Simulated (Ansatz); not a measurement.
# singlet [BCl2]+ at 4 levels

Aim: a comparison of 4 runs (BHLYP/def2-TZVP, BLYP/def2-TZVP, r2SCAN/def2-TZVP, CCSD/def2-TZVP) of singlet [BCl2]+. 

The results are computed with Ansatz 0.2.0.

40 further runs of the same task are left out: 40 set aside as unsound or not needed.

### Step 1. Starting point

[BCl2]+: 3 atoms, total charge +1, spin state singlet. SMILES of the parent species: `Cl[B]Cl`. Geometry: relaxed at PBE0-D4/def2-TZVP. That shape belongs to the parent species and isn't relaxed for this state.

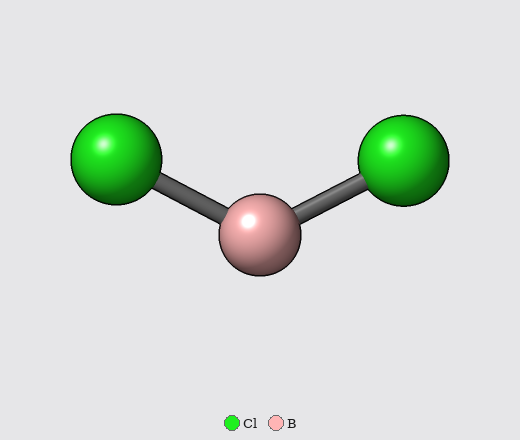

The structure, seen from a chosen angle (chlorine green, boron pink).

### Step 2. The energy at BHLYP/def2-TZVP (run 1)

run.yaml

```yaml
crystal:
  periodic: [false, false, false]
  atoms:
    - {symbol: Cl, position_ang: [0.371500, -1.525600, 0.030000]}
    - {symbol: B, position_ang: [-0.463900, -0.050300, -0.256900]}
    - {symbol: Cl, position_ang: [0.081500, 1.511100, 0.213700]}
basis:
  gaussian:
    orbitals: def2-TZVP
hamiltonian:
  xc: {name: BHLYP}
accuracy: high
output:
  orbitals: {seedname: orbitals}
total_charge: 1
```

The run is started by

```sh
$ ansatz run run.yaml --threads 1 --pin off --max-ram 3480MiB --events-out events.jsonl --progress --plain --runs-dir runs
```

Standard output:

```text
Warning: RAYON_NUM_THREADS=1 ignored (pool sized by the plan → 1); use --threads N
Functional definition: BHLYP
  name "BHLYP"
  parameter a = 0.5
  exchange = (1 - a)*b88_x + a*exact_x
  correlation = lyp_c
1585 factors; integrals over basis functions are off by at most 3.6e-9 eV
mean field evaluation 1: about -25711.2928 eV, gradient 2.7e1 eV
mean field evaluation 2: about -25711.1864 eV, gradient 2.9e1 eV
mean field evaluation 4: about -25713.0562 eV, gradient 7.6e-1 eV
mean field evaluation 8: about -25713.3364 eV, gradient 8.6e-2 eV
mean field evaluation 16: about -25713.3365 eV, gradient 3.4e-5 eV
mean field -25713.33651236 eV, -944.9476877039 hartree, gradient 1.6e-8 eV, S^2 0.000000; 0 other end points of the search recorded, 0 dependent functions left out
reference -25713.33653391 eV, -944.9476884958 hartree; 19, 19 occupied and 86, 86 virtual orbitals, 1585 factors
Total energy: -25713.33653391 eV, -944.9476884958 hartree
```

Run time: 6.9 s. Hardware: 1 thread of Arm Neoverse V1, shared host; peak memory 0.26 GiB.

### Step 3. The energy at BLYP/def2-TZVP (run 2)

molecule.yaml

```yaml
crystal:
  periodic: [false, false, false]
  atoms:
    - {symbol: Cl, position_ang: [0.371500, -1.525600, 0.030000]}
    - {symbol: B, position_ang: [-0.463900, -0.050300, -0.256900]}
    - {symbol: Cl, position_ang: [0.081500, 1.511100, 0.213700]}
basis:
  gaussian:
    orbitals: def2-TZVP
total_charge: 1
magnetization:
  spin_polarized: false
hamiltonian:
  xc: {name: BLYP}
accuracy: high
output: {orbitals: {seedname: orbitals}}
```

The run is started by

```sh
$ ansatz run molecule.yaml --threads 1 --pin off --max-ram 3480MiB --events-out events.jsonl --progress --plain --runs-dir runs
```

Standard output:

```text
Warning: RAYON_NUM_THREADS=1 ignored (pool sized by the plan → 1); use --threads N
Functional definition: BLYP
  name "BLYP"
  parameter beta = 0.0042
  parameter a = 0.04918
  parameter b = 0.132
  parameter c = 0.2533
  parameter d = 0.349
  exchange = b88_x(beta = beta)
  correlation = lyp_c(a = a, b = b, c = c, d = d)
1585 factors; integrals over basis functions are off by at most 3.6e-9 eV
mean field evaluation 1: about -25710.5719 eV, gradient 3.7e1 eV
mean field evaluation 2: about -25708.9736 eV, gradient 4.6e1 eV
mean field evaluation 4: about -25713.7297 eV, gradient 2.7e0 eV
mean field evaluation 8: about -25713.7424 eV, gradient 9.9e-2 eV
mean field evaluation 16: about -25713.7424 eV, gradient 4.3e-5 eV
mean field -25713.74240307 eV, -944.9626039121 hartree, gradient 4.2e-8 eV, S^2 0.000000; 0 other end points of the search recorded, 0 dependent functions left out
reference -25713.74244565 eV, -944.9626054768 hartree; 19, 19 occupied and 86, 86 virtual orbitals, 1585 factors
Total energy: -25713.74244565 eV, -944.9626054768 hartree
```

Run time: 4.8 s. Hardware: 1 thread of Arm Neoverse V1, shared host; peak memory 0.2 GiB.

Run 3 isn't shown in full; the table further down has it.

### Step 4. A single-point energy at CCSD/def2-TZVP (run 4)

in.yaml

```yaml
crystal:
  periodic: [false, false, false]
  atoms:
    - {symbol: Cl, position_ang: [0.371500, -1.525600, 0.030000]}
    - {symbol: B, position_ang: [-0.463900, -0.050300, -0.256900]}
    - {symbol: Cl, position_ang: [0.081500, 1.511100, 0.213700]}
basis:
  gaussian: {orbitals: def2-TZVP}
total_charge: 1
correlation: {method: ccsd, frozen_orbitals: {B: 1, Cl: 5}}
accuracy: high
scf: {omitted_lower_state_checks: [cluster_reference, increment]}
```

The run is started by

```sh
$ ansatz run in.yaml --threads 1 --pin off --max-ram 3480MiB --events-out events.jsonl --progress --plain --runs-dir runs
```

Standard output:

```text
Warning: RAYON_NUM_THREADS=1 ignored (pool sized by the plan → 1); use --threads N
[... 12 lines left out ...]
11 core orbitals not correlated: weight in the atoms' cores, before any rotation towards them, 1.000 or more for the frozen orbitals, at most 0.000 for the correlated occupied ones
[... 23 lines left out ...]
Total energy: -25684.57632682 eV, -943.8907703796 hartree
Checks for a lower state left out: cluster_reference, increment
```

It took 7.5 s on 1 thread of Arm Neoverse V1, shared host; peak memory 0.55 GiB.

### Step 5. Overview of the runs

```
run             level  frozen core orbitals  energy (Eh)  HOMO energy (eV)  LUMO energy (eV)  HOMO–LUMO gap (eV)  wall time
  1   BHLYP/def2-TZVP                     –  -944.947688            -17.48            -10.05                7.43      6.9 s
  2    BLYP/def2-TZVP                     –  -944.962605            -14.76            -11.75                3.01      4.8 s
  3  r2SCAN/def2-TZVP                     –  -944.888384            -15.26            -11.73                3.53        9 s
  4    CCSD/def2-TZVP                    11  -943.890770                 –                 –                   –      7.5 s
```

### Step 6. Summary of results

```
                                           quantity          value
                                run 4: total energy  -943.89077 Eh
run 4: correlation energy (11 core orbitals frozen)     -477.4 mEh
                               run 4: T1 diagnostic          0.020
```

Over runs 1, 2, 3 the HOMO–LUMO gap runs from 3.01 eV (BLYP/def2-TZVP) to 7.43 eV (BHLYP/def2-TZVP). Totals of different functionals can't be ranked against each other. All runs together took 28 s, the longest 9 s.
